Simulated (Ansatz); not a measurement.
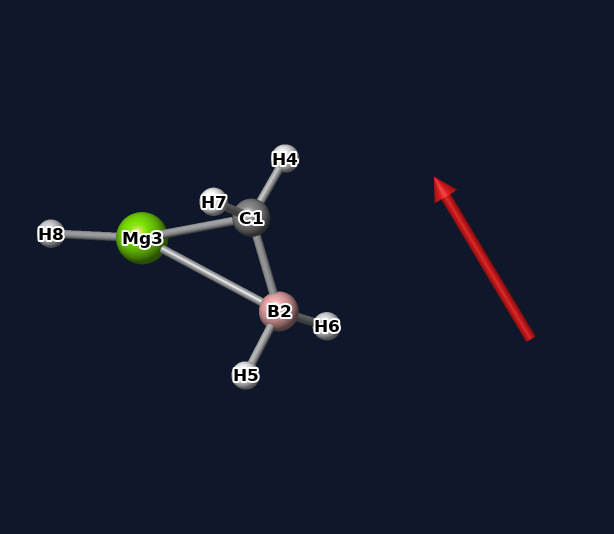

The arrow beside the molecule shows the direction of the dipole moment, from the negative to the positive end (its length means nothing). The geometry was computed by an optimisation with PBE0-D4/def2-TZVP. No frequency run is at hand to confirm it as a minimum. Properties computed with RKS PBE0-D4/def2-TZVP (Ansatz 0.2.0).

### Estimate the dipole moment.

1.51 D; it points from the side of H5, H6 to the side of H8 (the outermost atoms at the two ends).
